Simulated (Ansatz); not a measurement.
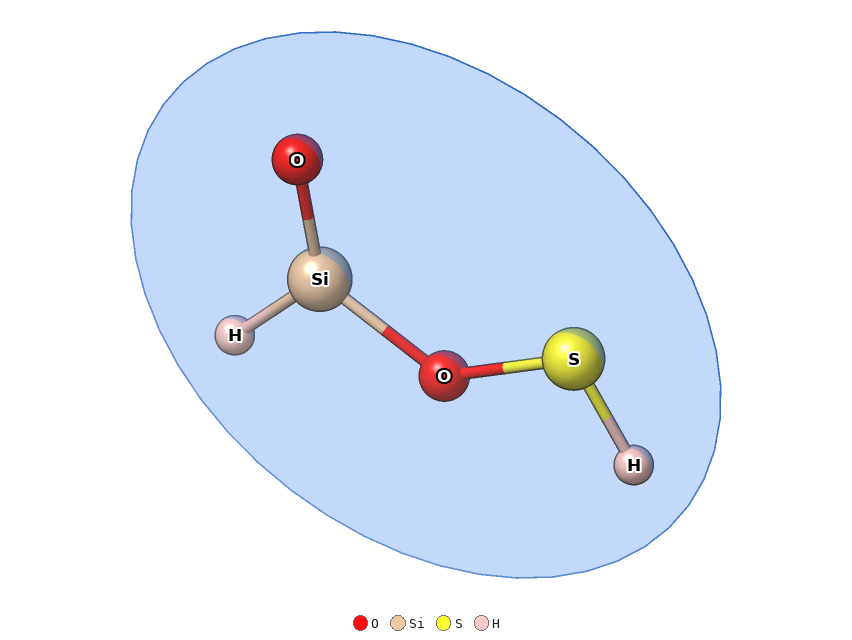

All proper rotation axes (lines) and mirror planes (discs) of the structure are drawn in. Depth is shown by fading: the farther an atom, the more it takes the colour of the background. Computed geometry: PBE0-D4/def2-TZVP optimisation. No frequency run is at hand to confirm it as a minimum.

Question: Name the symmetry elements and the point group.

Answer: It has 1 mirror plane. Point group Cs. The group has 2 operations. The geometry is achiral, and symmetry allows a dipole moment.
